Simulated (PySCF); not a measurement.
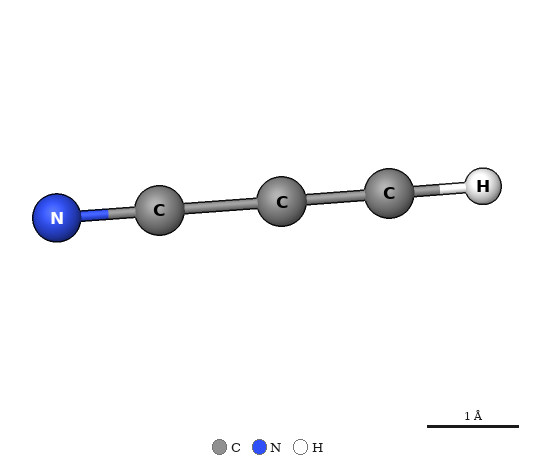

Every bond is drawn as one stick, whatever its order.

The geometry was computed by an optimisation with GFN2-xTB. No frequency run is at hand to confirm it as a minimum.

**Give the formula.**

C₃HN, 5 atoms: 3 carbon, 1 hydrogen and 1 nitrogen.

**Name some functional groups or characteristic bonds that it holds.**

Among them: nitrile, alkyne.

The parts below concern this one geometry. Atoms keep their numbers from picture to picture.

**Shape**

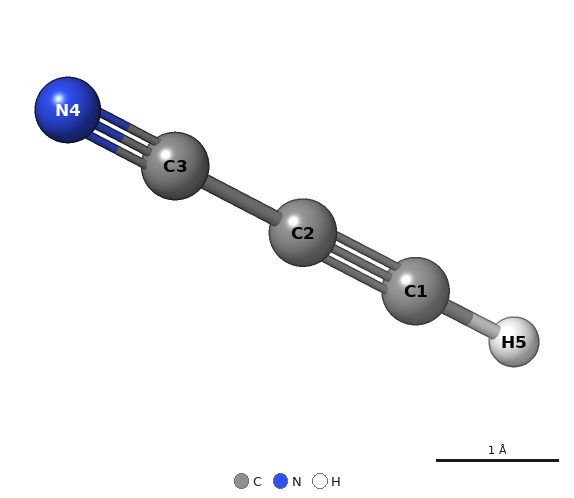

No frequency run is at hand to confirm it as a minimum.

Give these bond angles: C2–C1–H5, C1–C2–C3, C2–C3–N4.

```csv
angle,degrees
C2–C1–H5,179.8
C1–C2–C3,179.9
C2–C3–N4,179.9
```

**NMR shielding**

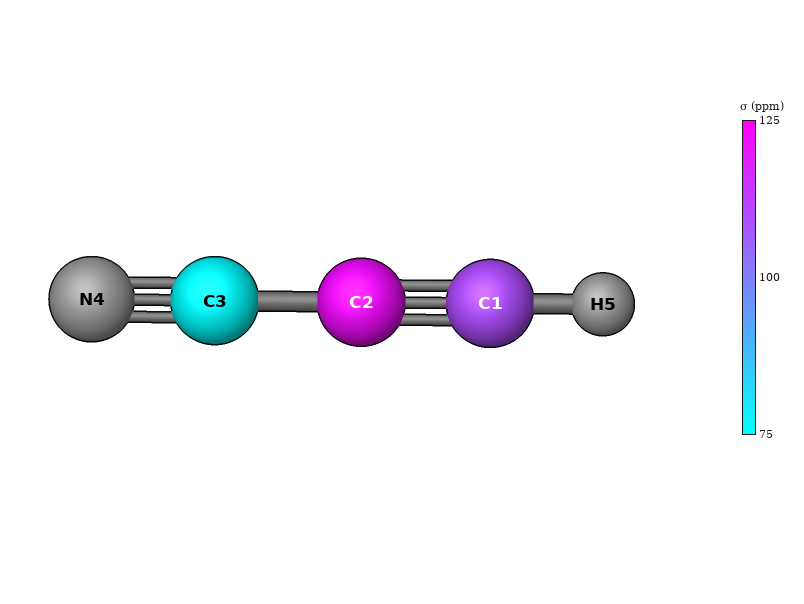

Atoms are coloured by their isotropic NMR shieldings (C only, the others grey). No frequency run is at hand to confirm it as a minimum. Method: GIAO PBE0/pcSseg-1 NMR shielding, non-relativistic, gas phase (PySCF 2.14.0).

Give the isotropic NMR shieldings of the C atoms atom by atom.

| atom | σ (ppm) |
| --- | --- |
| C1 | 109.6 |
| C2 | 122.6 |
| C3 | 75.6 |

**Electronic properties**

No frequency run is at hand to confirm it as a minimum. Level of theory: PBE0/pcSseg-1, gas phase (PySCF 2.14.0).

What does the calculation give?

- dipole moment: 3.85 D
- HOMO energy (Kohn–Sham orbital): −9.08 eV
- LUMO energy (Kohn–Sham orbital): −1.60 eV
- HOMO–LUMO gap: 7.48 eV

**Spin–spin coupling**

No frequency run is at hand to confirm it as a minimum. Method: B3LYP/pcJ-1 indirect spin-spin coupling, non-relativistic, gas phase (PySCF 2.14.0). Isotopes: 13C, 1H, 15N.

Give the spin–spin coupling constants of these pairs, with the number of bonds between them: C1/H5, C1/C2, C2/C3, C1/C3, C2/N4, C2/H5.

```
  pair  bonds apart  J (Hz)
C1, H5            1   280.3
C1, C2            1   236.8
C2, C3            1   174.3
C1, C3            2    19.2
C2, N4            2     4.8
C2, H5            2    55.6
```

**Quadrupole coupling**

No frequency run is at hand to confirm it as a minimum. Electric field gradients from the ground-state density, PBE0/pcSseg-1 (PySCF 2.14.0), non-relativistic apart from any core potentials.

Give the largest field-gradient component, the quadrupole coupling constant and the asymmetry for 14N at N4 (Q = 20.44 mb), 2H at H5 (Q = 2.86 mb).

| atom | V_zz (a.u.) | e²qQ/h (MHz) | η |
| --- | --- | --- | --- |
| N4 | −0.999 | −4.80 | 0.00 |
| H5 | 0.388 | 0.261 | 0.00 |
